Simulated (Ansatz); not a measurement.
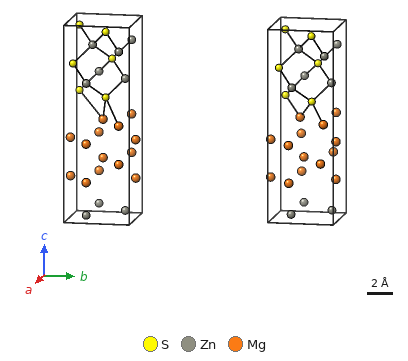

Two geometries of an interface cell of composition Mg₄Zn₃S₃, drawn at one scale. One is the start of a relaxation, the other its converged end. The picture is a ball-and-stick view of the cell of the calculation (origin shifted), seen slightly off an axis.

Computed with DFT r2SCAN, scalar-relativistic, plane waves, PAW in Ansatz. Set-up: plane-wave cutoff 500 eV; k-point mesh 7 × 7 × 2; occupations gaussian; smearing width 0.1 eV; no spin polarisation; cell relaxed at fixed a, b, gamma, alpha, beta; force threshold 0.02 eV/Å; at most 70 steps.

Q: Which one is relaxed?

A: The right one is the relaxed one. Case: film shifted by (0, 0) in the plane. The energy falls by 1.347 eV per cell of the calculation in 7 accepted moves (8 points after the start). The largest force component goes from 1.8 to 0.014 eV/Å. The pressure goes from −1.52 to −0.52 GPa. At 1 point the geometry stayed and the basis and grid were re-selected for the new cell (energy shift of 1.7 meV per cell of the calculation at most each time). The largest move relative to the cell is that of a Mg atom, 0.66 Å roughly along [0 −3 1]. Largest moves by element: Mg 0.66 Å, S 0.26 Å, Zn 0.24 Å. The volume changes by −2.1 %, with a = b unchanged at 5.388 Å, c 16.266 → 15.929 Å (−2.1 %). Near-neighbour distances that change, for instance: Mg–S 3.312 → 2.483 Å, Mg–S 2.812 → 2.447 Å, Mg–S 2.822 → 2.478 Å, Mg–Zn 2.842 → 2.593 Å. Bond angles that change, for instance: Mg–S–Mg 75.0° → 99.4°, Zn–S–Mg 132.2° → 113.0°, S–Mg–S 85.1° → 101.2°. Cost: 37 min on 8 threads of AMD EPYC (Zen 3) (shared host), peak memory 4.9 GiB.
